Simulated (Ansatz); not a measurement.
**Effect of Se → O on MgSe**

Consider MgSe in the rock salt structure (space group Fm-3m, No. 225; a = 5.4722 Å).

Modification: full substitution Se → O; the structure is relaxed again.

Method: Ansatz (an electronic-structure program) r2SCAN, no SOC. Settings: 13×13×13 k-points, 0.05 eV Fermi–Dirac smearing, for the changed cell.

Volume per atom: 9.29 Å³ (base 20.48 Å³)
Density: 3.60 g/cm³ (base 4.19 g/cm³)
Space group: Fm-3m (No. 225) (base Fm-3m (No. 225))
Band gap: 5.68 eV (base 2.48 eV)
Gap character: direct at Γ (base indirect, Γ → X)
Width of the top valence band: 1.78 eV (base 2.47 eV)
Electron mass: 0.36 mₑ (at Γ) (base 0.48 mₑ along k, 0.25 mₑ across (at X))
Hole mass (degenerate bands, along [100]): 0.42, 2.1, 2.1 mₑ (at Γ) (base 0.20, 0.79, 0.79 mₑ (at Γ))

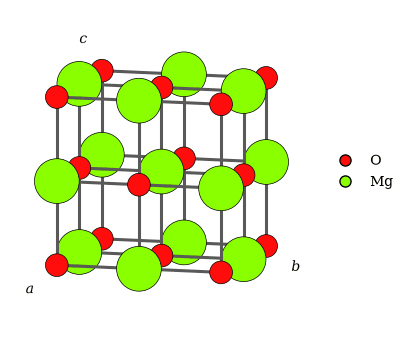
Figure: The relaxed conventional cell after the change

Masses are band curvatures over ±0.01 Å⁻¹ around the edge. Along k means along the line from Γ to the band edge. No phonon test of stability was made.
